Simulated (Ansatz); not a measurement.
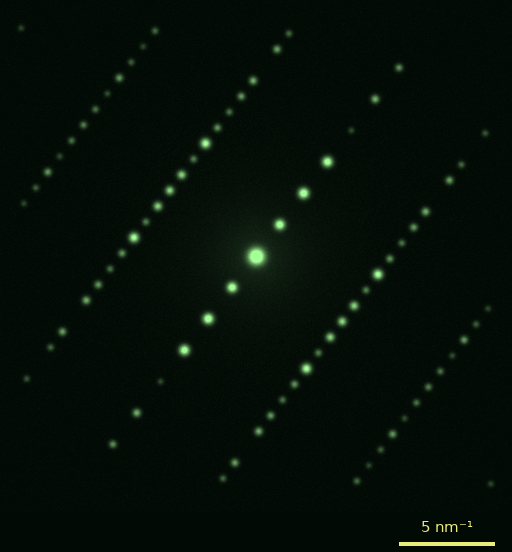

The pattern is a kinematic simulation for 300 kV electrons (no multiple scattering; isotropic B = 0.3 Å²).

What net do the spots form, and what spacings does it show?

Answer. The spots form a rectangular net whose two shortest vectors correspond to d = 9.62 Å and 1.75 Å, 90.0° apart.

What is the point symmetry of the pattern, intensities included?

Answer. 2mm.

Which crystal and zone produced it?

Answer. This cannot be fixed from one zone alone; the pattern is [120] of Cl, space group Cmce (No. 64), a = 8.862 Å, b = 5.718 Å, c = 9.623 Å. The net vectors are 0 0 1 (itself extinct) and 4 -2 0. Structure: the input geometry of an electronic-structure calculation (not necessarily at equilibrium).
